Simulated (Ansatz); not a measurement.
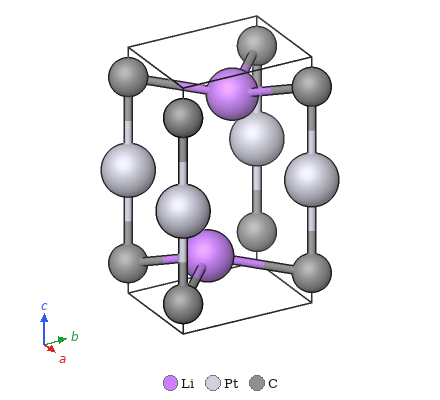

The structure; the drawing may span several cells.

Given this structure, the geometry relaxed with DFT PBE, scalar-relativistic, plane waves, PAW (Ansatz); the starting structure was generated, so it need not be a known form of this composition, written in its standard cell:

```xyz
5
Lattice="3.8884 0.0000 0.0000 -1.9442 3.3674 0.0000 0.0000 0.0000 5.2089" Properties=species:S:1:pos:R:3 pbc="T T T"
Li    0.0000    2.2450    4.0628
Li    1.9442    1.1225    1.1460
Pt    0.0000    0.0000    2.6044
C     0.0000    0.0000    4.5750
C     0.0000    0.0000    0.6339
```

What does the kinematic electron diffraction pattern along [310] look like at 200 kV (B = 0.5 Å²)?

The spots form a rectangular net whose two shortest vectors correspond to d = 5.21 Å and 1.27 Å, 90.0° apart. They are 0 0 1 and 1 -3 0. The pattern has symmetry 2 (to the eye close to 2mm). No reflection of this zone is absent.

Strongest reflections with d > 0.80 Å, one of each family (|F|² from tabulated Gaussian fits of the electron scattering factors, times a small damping for the curvature of the Ewald sphere):

```csv
hkl,d (Å),I (strongest = 100)
0 0 3,1.736,100
0 0 2,2.604,70
0 0 1,5.209,67
1 -3 0,1.273,45
1 -3 2,1.144,27
1 -3 3,1.027,25
```

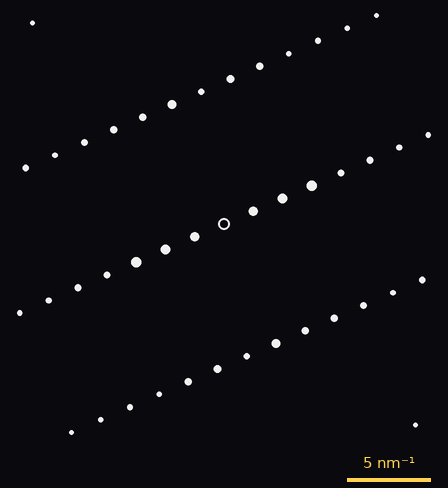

Calculated pattern, seen from the source side with [310] pointing towards the source.
